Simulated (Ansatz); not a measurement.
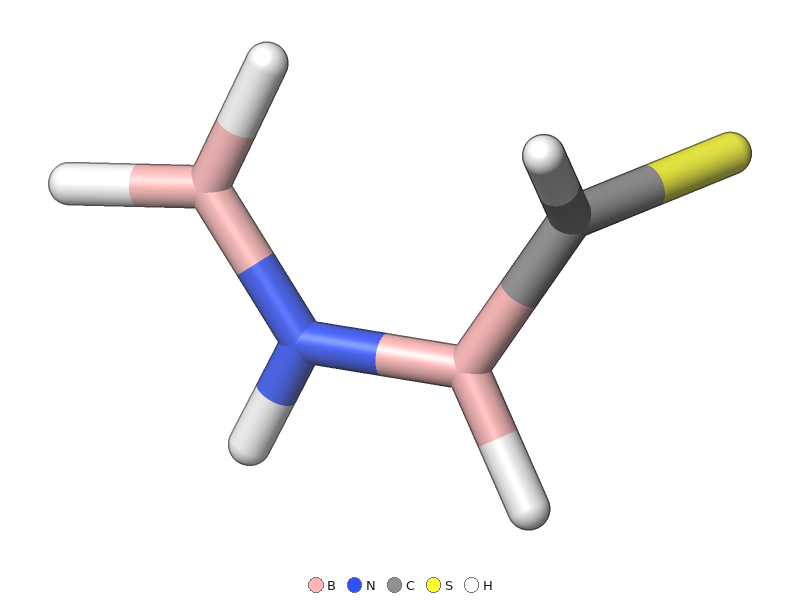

The picture shows a molecular structure as a stick model.

The computed structure is the end point of a PBE0-D4/def2-TZVP optimisation.

Describe the molecule.

The molecule is CH5B2NS. As SMILES it reads `BNBC=S`. It has no ring. Among its groups: B–H bond. This geometry has C1 symmetry. Coordination: 2 B trigonal planar; 1 N trigonal planar; 1 C trigonal planar.

The parts below concern this one geometry. Atoms keep their numbers from picture to picture.

## Shape

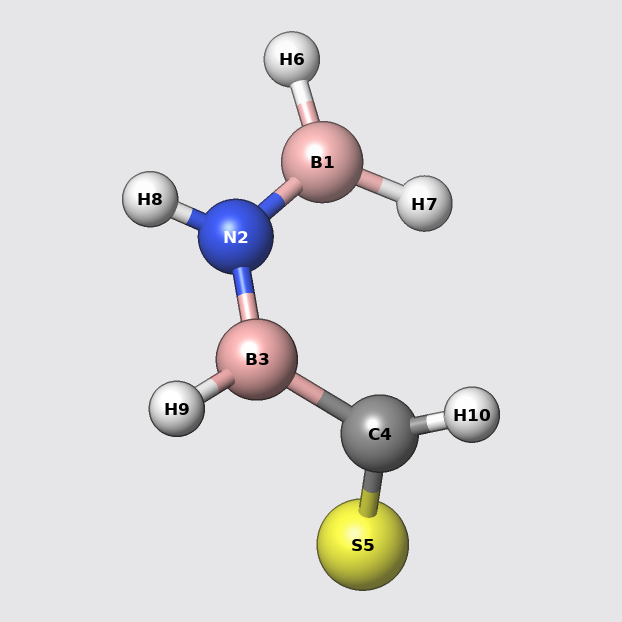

Atoms carry their numbers in the input.

Give these bond angles: N2–B1–H6, N2–B1–H7, B1–N2–B3, B1–N2–H8, B3–N2–H8, N2–B3–C4, N2–B3–H9, C4–B3–H9, B3–C4–S5, B3–C4–H10, S5–C4–H10.

```tsv
angle	degrees
N2–B1–H6	119.5
N2–B1–H7	118.8
B1–N2–B3	126.8
B1–N2–H8	117.2
B3–N2–H8	116.0
N2–B3–C4	121.7
N2–B3–H9	119.4
C4–B3–H9	118.9
B3–C4–S5	114.1
B3–C4–H10	125.5
S5–C4–H10	120.4
```

## Levels of theory compared

Program: Ansatz 0.2.0.

At this fixed geometry, give HOMO–LUMO gap (eV) at these levels: B97M-V/def2-TZVPP; BHLYP-D4/def2-TZVPP; BLYP-D4/def2-TZVPP; PBE-D4/def2-TZVPP; PBE0-D4/def2-TZVPP; SPW92 (LDA)/def2-TZVPP; r2SCAN0-D4/def2-TZVPP; r2SCANh-D4/def2-TZVPP; ωB97M-V/def2-QZVPP; ωB97M-V/def2-SVP.

```
                 level  HOMO–LUMO gap (eV)
     B97M-V/def2-TZVPP                2.27
   BHLYP-D4/def2-TZVPP                6.12
    BLYP-D4/def2-TZVPP                1.85
     PBE-D4/def2-TZVPP                1.83
    PBE0-D4/def2-TZVPP                3.95
SPW92 (LDA)/def2-TZVPP                1.74
 r2SCAN0-D4/def2-TZVPP                4.15
 r2SCANh-D4/def2-TZVPP                2.94
    ωB97M-V/def2-QZVPP                8.26
      ωB97M-V/def2-SVP                8.38
```

## Charges

The questions are on Mulliken charges. Method: RKS PBE-D4/def2-TZVPP (Ansatz 0.2.0).

List the Mulliken charges.

| atom | value (e) |
| --- | --- |
| B1 | −0.09 |
| N2 | −0.06 |
| B3 | 0.00 |
| C4 | −0.04 |
| S5 | −0.15 |
| H6 | 0.01 |
| H7 | 0.01 |
| H8 | 0.17 |
| H9 | 0.03 |
| H10 | 0.12 |

## Vibrations

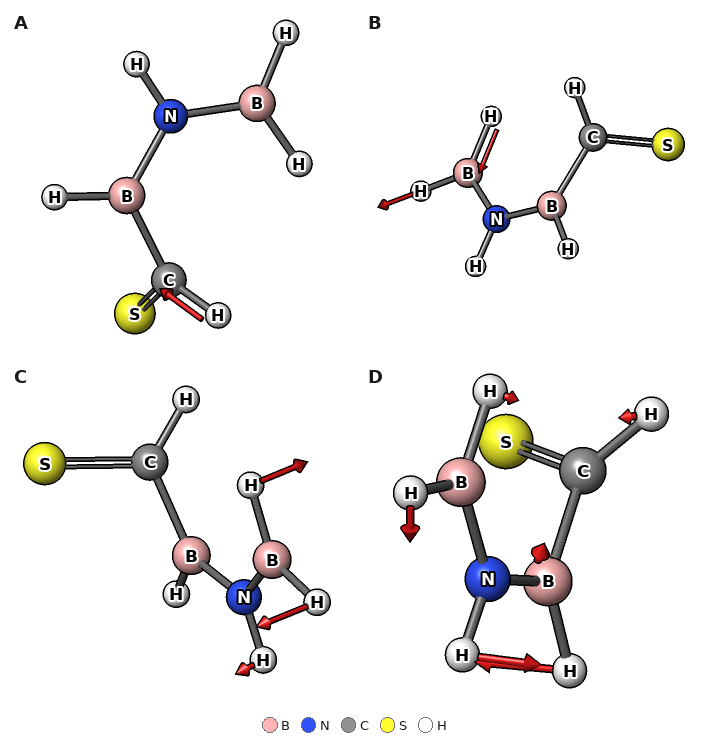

4 normal modes of one molecule or complex, as arrows. Harmonic vibrations computed with RKS PBE0-D4/def2-TZVP (Ansatz 0.2.0) at a stationary point of the same level.

**Match the panels to the wavenumbers 337 cm⁻¹, 925 cm⁻¹, 2677 cm⁻¹, 3092 cm⁻¹.**

A: 3092 cm⁻¹, C–H stretching
B: 2677 cm⁻¹, out-of-phase stretching of 2 B–H bonds
C: 337 cm⁻¹, a torsion or out-of-plane motion in which bond lengths and bond angles hardly change
D: 925 cm⁻¹

## Thermal motion

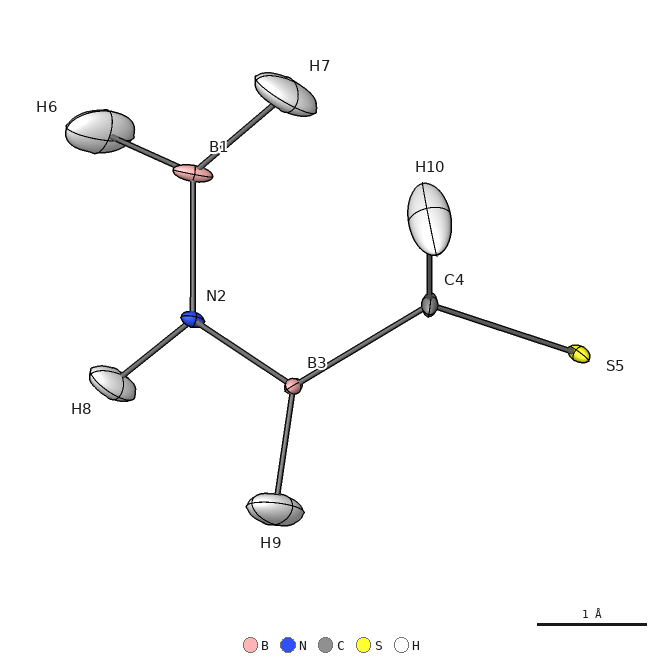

Displacement ellipsoids at the 50 % level, from the internal vibrations of the free molecule (harmonic, no overall translation or rotation; no half-axis is drawn under 0.075 Å). Vibrations computed with RKS PBE0-D4/def2-TZVP (Ansatz 0.2.0). Temperature: 100 K.

List U_eq and the three principal root-mean-square amplitudes for each kind of atom.

```
atom  U_eq (Å²)   rms amplitudes (Å)
  B1     0.0061  0.028, 0.049, 0.123
  N2     0.0028  0.029, 0.043, 0.076
  B3     0.0036  0.044, 0.048, 0.081
  C4     0.0058  0.036, 0.058, 0.112
  S5     0.0028  0.013, 0.033, 0.085
  H6     0.0306  0.097, 0.144, 0.248
  H7     0.0288  0.092, 0.163, 0.227
  H8     0.0181  0.080, 0.115, 0.187
  H9     0.0241  0.092, 0.134, 0.214
 H10     0.0429  0.090, 0.127, 0.323
```

Mulliken values depend strongly on the basis set and can even reverse the polarity of a bond.
